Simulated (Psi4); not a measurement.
**B3LYP/6-31G(d) (Cartesian functions) run of B2NH5 (SMILES BNB)**

What is the energy change on altering one bond length of B2NH5 at B3LYP/6-31G* (Cartesian functions)? 

The calculation is run with Psi4 1.11.

2 further runs of the same task are left out: 2 set aside as unsound or not needed.

## Step 1: Starting point

B2NH5 has 8 atoms, charge 0, and is taken as a singlet. As SMILES, `BNB`. The coordinates come from a PBE0-D4/def2-TZVP relaxation.

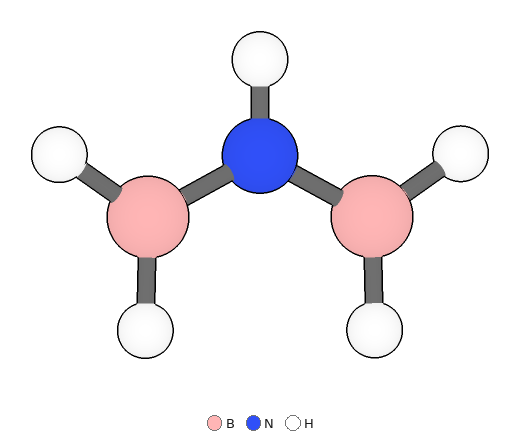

Viewed from a chosen angle; boron pink, nitrogen blue, hydrogen white.

## Step 2: A single-point energy at B3LYP/6-31G(d) (Cartesian functions)

b2h5n.json reads:

```json
{
  "schema_name": "qcschema_input",
  "schema_version": 1,
  "molecule": {
    "schema_name": "qcschema_molecule",
    "schema_version": 2,
    "symbols": ["B", "N", "B", "H", "H", "H", "H", "H"],
    "geometry": [-1.56507118, 1.23758164, -1.31014712, 0.49132879, 0.71374956, 0.32276522, 1.3137376, -1.72135153, 1.07279752, -2.73896905, -0.49397441, -2.15447675, -2.07454134, 3.38487743, -1.8029877, 1.45697884, 2.2100347, 1.01383807, 3.08327714, -1.91656024, 2.46722643, 0.20730296, -3.52263847, 0.28515967],
    "molecular_charge": 0,
    "molecular_multiplicity": 1,
    "fix_symmetry": "c1"
  },
  "driver": "energy",
  "model": {
    "method": "b3lyp",
    "basis": "6-31G*"
  },
  "keywords": {
    "puream": false,
    "e_convergence": 1e-09,
    "d_convergence": 1e-08,
    "scf_type": "pk",
    "dft_radial_points": 99,
    "dft_spherical_points": 590
  }
}
```

Run with:

```console
$ psi4 --qcschema b2h5n.json -n 1 --memory 1600MB
```

stdout:

```text
[...]
  Running in c1 symmetry.
[...]
  Nuclear repulsion =   58.239730890827737
[...]
  Multiplicity = 1
[...]
  Nalpha       = 11
  Nbeta        = 11
[...]
    Number of basis functions: 55
[...]
   @RKS iter   1:  -107.31044488121563   -5.24561e-01   1.19437e-02 ADIIS/DIIS
[...]
   @RKS iter   9:  -107.51345064976751   -8.73968e-12   3.42118e-09 DIIS
[...]
    Orbital Energies [Eh]
    ---------------------
    Doubly Occupied:
       1A    -14.345147     2A     -6.759095     3A     -6.759075
       4A     -0.880321     5A     -0.540235     6A     -0.537221
       7A     -0.429335     8A     -0.387519     9A     -0.336449
      10A     -0.333930    11A     -0.323739
[...]
  @RKS Final Energy:  -107.51345064976751
   => Energetics <=
    Nuclear Repulsion Energy =             58.2397308908277367
    One-Electron Energy =                -258.3812327387751111
    Two-Electron Energy =                 106.3239036482847695
    DFT Exchange-Correlation Energy =     -13.6958524501048977
    Empirical Dispersion Energy =           0.0000000000000000
    VV10 Nonlocal Energy =                  0.0000000000000000
    Total Energy =                       -107.5134506497675062
[...]
 Multipole Moments:
 ------------------------------------------------------------------------------------
     Multipole            Electronic (a.u.)      Nuclear  (a.u.)        Total (a.u.)
 ------------------------------------------------------------------------------------
 L = 1.  Multiply by 2.5417464519 to convert [e a0] to [Debye]
 Dipole X            :          0.3205171           -0.0514687            0.2690484
 Dipole Y            :          0.4968499           -0.0796636            0.4171862
 Dipole Z            :          0.2295218           -0.0369311            0.1925907
 Magnitude           :                                                    0.5324684
[...]
```

The result, in JSON:

```text
{
 "driver": "energy",
 "model": {
  "method": "b3lyp",
  "basis": "6-31G*"
 },
 "success": true,
 "return_result": -107.5134506497675,
 "properties": {
  "calcinfo_nbasis": 55,
  "calcinfo_nmo": 55,
  "calcinfo_nalpha": 11,
  "calcinfo_nbeta": 11,
  "calcinfo_natom": 8,
  "nuclear_repulsion_energy": 58.23973089082774,
  "return_energy": -107.5134506497675,
  "scf_one_electron_energy": -258.3812327387751,
  "scf_two_electron_energy": 106.32390364828477,
  "scf_xc_energy": -13.695852450104898,
  "scf_dipole_moment": [0.26904836809982824, 0.4171862286893919, 0.1925907008616563],
  "scf_total_energy": -107.5134506497675,
  "scf_iterations": 9
 }
}
```

It took 6.6 s on 1 thread of Intel Xeon 6975P-C (Granite Rapids), shared host; peak memory 0.93 GiB.

## Step 3: The distorted shape at the same level

job.dat reads:

```
memory 1.6 GB

molecule mol {
  0 1
  B
  N 1 r2
  B 2 r3 1 a3
  H 1 r4 2 a4 3 d4
  H 1 r5 4 a5 2 d5
  H 2 r6 3 a6 1 d6
  H 3 r7 2 a7 6 d7
  H 3 r8 7 a8 2 d8

  r2 = 1.416929
  r3 = 1.416834
  a3 = 125.77932
  r4 = 1.193786
  a4 = 118.53672
  d4 = -0.01522
  r5 = 1.5556
  a5 = 122.00957
  d5 = 179.97568
  r6 = 1.010844
  a6 = 117.11571
  d6 = 179.99444
  r7 = 1.196667
  a7 = 119.44614
  d7 = 0.00447
  r8 = 1.193785
  a8 = 122.01561
  d8 = -179.98576
  symmetry c1
  no_reorient
  no_com
}

set globals {
  puream false
  e_convergence 1e-09
  d_convergence 1e-08
  scf_type pk
  dft_radial_points 99
  dft_spherical_points 590
}

result, w = energy("b3lyp/6-31G*", return_wfn=True)
oeprop(w, "MULLIKEN_CHARGES", "DIPOLE", "MAYER_INDICES")
print_variables()
```

Run with:

```console
$ psi4 job.dat job.out -n 1
```

job.out:

```text
[...]
  Running in c1 symmetry.
[...]
  Nuclear repulsion =   57.401126592731501
[...]
  Multiplicity = 1
[...]
  Nalpha       = 11
  Nbeta        = 11
[...]
    Number of basis functions: 55
[...]
   @RKS iter   1:  -107.27725601437668   -5.61711e-01   1.20280e-02 DIIS/ADIIS
[...]
   @RKS iter  10:  -107.48047085942021   -1.91847e-12   5.12774e-09 DIIS
[...]
    Orbital Energies [Eh]
    ---------------------
    Doubly Occupied:
       1A    -14.353727     2A     -6.794201     3A     -6.766214
       4A     -0.888512     5A     -0.545157     6A     -0.541930
       7A     -0.420916     8A     -0.391796     9A     -0.344115
      10A     -0.336879    11A     -0.300352
[...]
  @RKS Final Energy:  -107.48047085942021
   => Energetics <=
    Nuclear Repulsion Energy =             57.4011265927315009
    One-Electron Energy =                -256.5819388579716360
    Two-Electron Energy =                 105.3286545146067255
    DFT Exchange-Correlation Energy =     -13.6283131087867844
    Empirical Dispersion Energy =           0.0000000000000000
    VV10 Nonlocal Energy =                  0.0000000000000000
    Total Energy =                       -107.4804708594202083
[...]
 Multipole Moments:
 ------------------------------------------------------------------------------------
     Multipole            Electronic (a.u.)      Nuclear  (a.u.)        Total (a.u.)
 ------------------------------------------------------------------------------------
 L = 1.  Multiply by 2.5417464519 to convert [e a0] to [Debye]
 Dipole X            :         -0.0002187            0.0001225           -0.0000962
 Dipole Y            :          0.0788122            0.1811823            0.2599945
 Dipole Z            :          0.6022080           -0.1999162            0.4022919
 Magnitude           :                                                    0.4789947
[...]
  Mulliken Charges: (a.u.)
   Center  Symbol    Alpha    Beta     Spin     Total
       1     B     2.42452  2.42452  0.00000  0.15096
       2     N     3.72235  3.72235  0.00000 -0.44470
       3     B     2.44007  2.44007  0.00000  0.11987
       4     H     0.50756  0.50756  0.00000 -0.01511
       5     H     0.54692  0.54692  0.00000 -0.09384
       6     H     0.33385  0.33385  0.00000  0.33230
       7     H     0.51432  0.51432  0.00000 -0.02864
       8     H     0.51042  0.51042  0.00000 -0.02083
   Total alpha = 11.00000, Total beta = 11.00000, Total charge =  0.00000
[...]
```

It took 7.2 s on 1 thread of Intel Xeon 6975P-C (Granite Rapids), shared host; peak memory 0.92 GiB.

## Step 4: Results

Level: B3LYP/6-31G* (Cartesian functions).

| quantity | value |
| --- | --- |
| first shape: total energy | -107.51345 Eh |
| first shape: dipole moment | 1.35 D |
| first shape: HOMO energy | -8.81 eV |
| first shape: LUMO energy | -1.15 eV |
| first shape: HOMO–LUMO gap | 7.66 eV |
| distorted shape: total energy | -107.48047 Eh |
| distorted shape: dipole moment | 1.22 D |
| distorted shape: HOMO energy | -8.17 eV |
| distorted shape: LUMO energy | -1.31 eV |
| distorted shape: HOMO–LUMO gap | 6.87 eV |
| energy change with the B1–H5 bond stretched from 1.197 to 1.556 Å | 0.897 eV |

What this shows: With the B1–H5 bond stretched from 1.197 to 1.556 Å the energy rises by 0.90 eV (86.6 kJ/mol). The first shape isn't relaxed at this level, so the change isn't measured from a minimum. Mulliken charges (distorted shape) run from -0.44 on N2 to +0.33 on H6.
